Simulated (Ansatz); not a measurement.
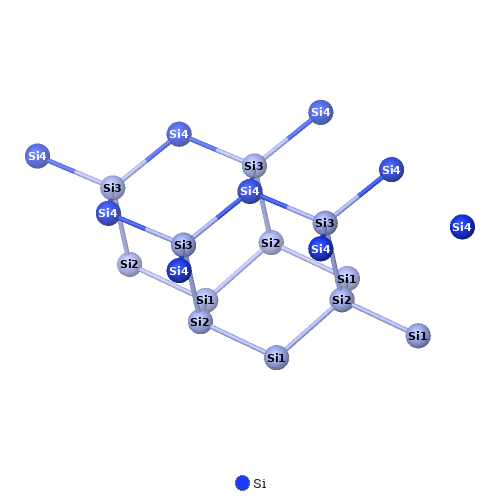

The system is Ag on a Si(111) slab cut from the Fd-3m phase, its upper half relaxed before the scan (4 atoms of substrate and one adsorbate in a 1 × 1 cell); the picture shows it without the atoms that are moved over the map. Ag is moved over the surface cell; relaxed at each place: the height of the adsorbate's atoms; substrate rigid; the origin of the map has the adsorbate above Si4. Places are given modulo a cell vector. The map is drawn in real space over the plane of the surface. The scan uses a 6 × 6 grid; 10 points were computed and 26 follow by symmetry. Energies: meV, counted from the lowest grid point. Energies and slopes of some neighbouring points disagree (a jump in structure or state, or too coarse a mesh). The magnetic moment jumps between some neighbouring points. With one adsorbate in each 1 × 1 cell, its nearest image is 3.9 Å away, so neighbouring adsorbates interact. Method: DFT PBE, scalar-relativistic, plane waves, PAW in Ansatz 0.2.0. Settings: cutoff 420 eV, k-mesh 9×9×1, gaussian smearing 0.05 eV, spin-polarised.

Range: position of Ag5 along the first surface vector from 0.000 to 0.833; position of Ag5 along the second surface vector from 0.000 to 0.833.

### What will the energy surface look like?

The lowest grid point is at a threefold hollow, (4/6, 2/6) of the cell vectors. The highest grid point, a threefold hollow over a second-layer Si atom, (2/6, 4/6) of the cell vectors, lies 160 meV above the lowest. At the lowest point the adsorbate has 3 Si at 2.70 Å as nearest neighbours, at the highest 1 Si at 2.55 Å. Its relaxed height above the top atom is 1.51 Å at the lowest and 1.90 Å at the highest point.

```
second ↓, first →  0/6  1/6  2/6  3/6  4/6  5/6
              5/6   71   93   99   99   93   71
              4/6   94   99  160   99   94  105
              3/6   33   99   99   33   75   75
              2/6   94   93   94   75    0   75
              1/6   71   71  105   75   75  105
              0/6   51   71   94   33   94   71
```

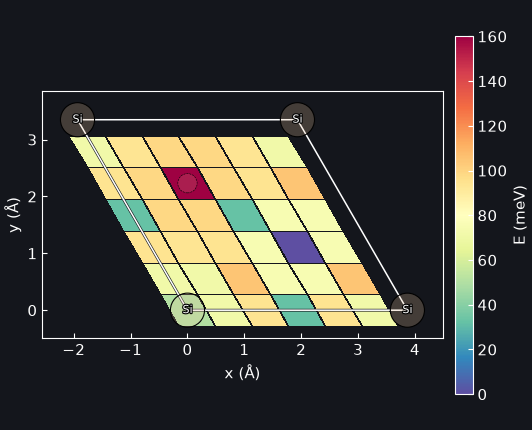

In the figure: one coloured cell a grid point, labelled circles for the atoms of the top layer and small ones for the second layer, the outline of one cell of the plane.

Time for the 10 points that were run: 8.9 min on 1 thread of AMD EPYC 9R45 96-Core Processor (Zen 5) (shared host).

PAW datasets: the set soft_1.
